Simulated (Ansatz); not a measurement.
# C2H5AlN2 (SMILES C#[C][Al]([NH2])[NH2]) at B3LYP/def2-SVP

Aim: the electronic atomisation energy of C2H5AlN2 at B3LYP/def2-SVP, from 5 runs. 

Program for the calculation: Ansatz 0.2.0.

62 further runs of the same task are left out: 1 that didn't finish, 61 set aside as unsound or not needed.

## Step 1: Starting point

C2H5AlN2 has 10 atoms, charge 0, and is taken as a singlet. SMILES: `C#[C][Al]([NH2])[NH2]`. The shape is that of a PBE0-D4/def2-TZVP optimisation.

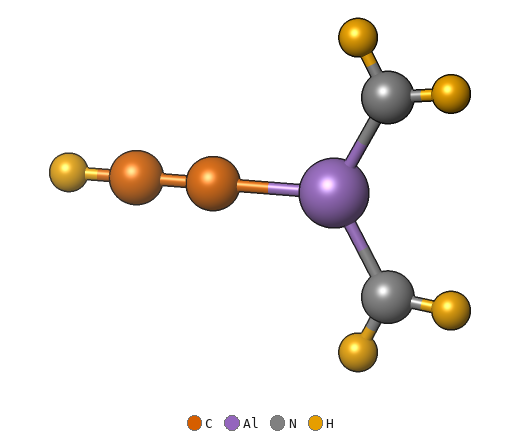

The structure, seen from a chosen angle (carbon orange, aluminium purple, nitrogen grey, hydrogen amber).

## Step 2: A single-point energy at B3LYP/def2-SVP

The input, job.yaml:

```yaml
crystal:
  periodic: [false, false, false]
  atoms:
    - {symbol: C, position_ang: [-2.368100, 1.221100, 0.873300]}
    - {symbol: C, position_ang: [-1.345900, 0.693600, 0.497800]}
    - {symbol: Al, position_ang: [0.265700, -0.138000, -0.094200]}
    - {symbol: "N", position_ang: [0.247600, -1.861100, -0.467000]}
    - {symbol: "N", position_ang: [1.722400, 0.842900, -0.249900]}
    - {symbol: H, position_ang: [-3.269100, 1.686000, 1.204200]}
    - {symbol: H, position_ang: [1.027400, -2.410800, -0.785900]}
    - {symbol: H, position_ang: [-0.574800, -2.435200, -0.383700]}
    - {symbol: H, position_ang: [1.750000, 1.827100, -0.041300]}
    - {symbol: H, position_ang: [2.627700, 0.523400, -0.550300]}
basis:
  gaussian: {orbitals: def2-SVP}
hamiltonian: {xc: {name: B3LYP}}
output: {orbitals: {seedname: orbitals}}
accuracy: high
```

On the command line:

```console
$ ansatz run job.yaml --threads 1 --pin off --max-ram 3480MiB --events-out events.jsonl --progress --plain --runs-dir runs
```

Log:

```text
Warning: RAYON_NUM_THREADS=1 ignored (pool sized by the plan → 1); use --threads N
Functional definition: B3LYP
  name "B3LYP"
  parameter a0 = 0.2
  parameter ax = 0.72
  parameter ac = 0.81
  exchange = (1 - a0 - ax)*slater_x + ax*b88_x + a0*exact_x
  correlation = (1 - ac)*vwn_rpa_c + ac*lyp_c
2218 factors; integrals over basis functions are off by at most 1.4e-8 eV
mean field evaluation 1: about -11710.6449 eV, gradient 8.8e1 eV
mean field evaluation 2: about -11692.6256 eV, gradient 1.2e2 eV
mean field evaluation 4: about -11727.2827 eV, gradient 6.8e0 eV
mean field evaluation 8: about -11727.5729 eV, gradient 7.8e-1 eV
mean field evaluation 16: about -11727.5747 eV, gradient 9.3e-5 eV
mean field -11727.57467836 eV, -430.9804201940 hartree, gradient 3.1e-8 eV, S^2 0.000000; 0 other end points of the search recorded, 0 dependent functions left out
reference -11727.57472163 eV, -430.9804217842 hartree; 22, 22 occupied and 77, 77 virtual orbitals, 2218 factors
Total energy: -11727.57472163 eV, -430.9804217842 hartree
```

Run time: 6.9 s. Hardware: 1 thread of Intel Xeon Platinum 8488C (Sapphire Rapids), shared host; peak memory 0.36 GiB.

## Step 3: The Al atom at the same level

The input, run.yaml:

```yaml
crystal:
  periodic: [false, false, false]
  atoms:
    - {symbol: Al, position_ang: [0.000000, 0.000000, 0.000000]}
basis:
  gaussian:
    orbitals: def2-SVP
magnetization:
  spin_polarized: true
  initial_magnetization: 1
hamiltonian:
  xc: {name: B3LYP}
accuracy: high
```

Run the same way, it converges to -242.30157 Eh (log not shown).

## Step 4: The C atom, same level

The input, job.yaml:

```yaml
crystal:
  periodic: [false, false, false]
  atoms:
    - {symbol: C, position_ang: [0.000000, 0.000000, 0.000000]}
basis:
  gaussian:
    orbitals: def2-SVP
magnetization:
  spin_polarized: true
  initial_magnetization: 2
hamiltonian:
  xc: {name: B3LYP}
accuracy: high
```

On the command line:

```console
$ ansatz run job.yaml --threads 1 --pin off --max-ram 3480MiB --events-out events.jsonl --progress --plain --runs-dir runs
```

Log, shortened:

```text
Warning: RAYON_NUM_THREADS=1 ignored (pool sized by the plan → 1); use --threads N
[... 7 set-up lines as earlier in the session ...]
95 factors; integrals over basis functions are off by at most 2.0e-9 eV
mean field evaluation 1: about -1028.8860 eV, gradient 3.7e0 eV
mean field evaluation 2: about -1028.9613 eV, gradient 1.2e0 eV
mean field evaluation 4: about -1028.9725 eV, gradient 2.6e-1 eV
mean field evaluation 8: about -1028.9730 eV, gradient 1.2e-5 eV
mean field -1028.97299109 eV, -37.8140599597 hartree, gradient 2.5e-8 eV, S^2 2.002648; 0 other end points of the search recorded, 0 dependent functions left out
reference -1028.97301121 eV, -37.8140606989 hartree; 4, 2 occupied and 10, 12 virtual orbitals, 95 factors
Total energy: -1028.97301121 eV, -37.8140606989 hartree
```

Wall time 0.42 s (1 thread of Intel Xeon Platinum 8488C (Sapphire Rapids), shared host).

## Step 5: The H atom

The input, in.yaml:

```yaml
crystal:
  periodic: [false, false, false]
  atoms:
    - {symbol: H, position_ang: [0.000000, 0.000000, 0.000000]}
basis:
  gaussian: {orbitals: def2-SVP}
magnetization: {spin_polarized: true, initial_magnetization: 1}
hamiltonian: {xc: {name: B3LYP}}
accuracy: high
```

On the command line:

```console
$ ansatz run in.yaml --threads 1 --pin off --max-ram 3480MiB --events-out events.jsonl --progress --plain --runs-dir runs
```

Log, shortened:

```text
Warning: RAYON_NUM_THREADS=1 ignored (pool sized by the plan → 1); use --threads N
[... 7 set-up lines as earlier in the session ...]
15 factors; integrals over basis functions are off by at most 8.9e-10 eV
mean field evaluation 1: about -13.6398 eV, gradient 1.5e-1 eV
mean field evaluation 2: about -13.6397 eV, gradient 1.5e-1 eV
mean field evaluation 4: about -13.6399 eV, gradient 3.7e-3 eV
mean field evaluation 8: about -13.6399 eV, gradient 1.1e-9 eV
mean field -13.63992910 eV, -0.5012581489 hartree, gradient 1.1e-9 eV, S^2 0.750000; 0 other end points of the search recorded, 0 dependent functions left out
reference -13.63994824 eV, -0.5012588523 hartree; 1, 0 occupied and 4, 5 virtual orbitals, 15 factors
Total energy: -13.63994824 eV, -0.5012588523 hartree
```

Run time: 0.2 s. Hardware: 1 thread of Intel Xeon Platinum 8488C (Sapphire Rapids), shared host.

## Step 6: The N atom, same level

The input, molecule.yaml:

```yaml
crystal:
  periodic: [false, false, false]
  atoms:
    - {symbol: N, position_ang: [0.000000, 0.000000, 0.000000]}
basis:
  gaussian: {orbitals: def2-SVP}
magnetization: {spin_polarized: true, initial_magnetization: 3}
hamiltonian: {xc: {name: B3LYP}}
accuracy: high
```

Run the same way, it converges to -54.53778 Eh (log not shown).

## Step 7: Summary of results

At B3LYP/def2-SVP:

| quantity | value |
| --- | --- |
| molecule: total energy | -430.98042 Eh |
| molecule: HOMO energy | -6.40 eV |
| molecule: LUMO energy | -0.06 eV |
| molecule: HOMO–LUMO gap | 6.34 eV |
| Al atom: total energy | -242.30157 Eh |
| Al atom: ⟨S²⟩ | 0.753 |
| C atom: total energy | -37.81406 Eh |
| C atom: ⟨S²⟩ | 2.003 |
| H atom: total energy | -0.50126 Eh |
| H atom: ⟨S²⟩ | 0.750 |
| N atom: total energy | -54.53778 Eh |
| N atom: ⟨S²⟩ | 3.753 |
| electronic atomisation energy | 39.970 eV |

Taking the molecule apart into free atoms costs 39.97 eV (3857 kJ/mol), before zero-point energy and without spin-orbit coupling.
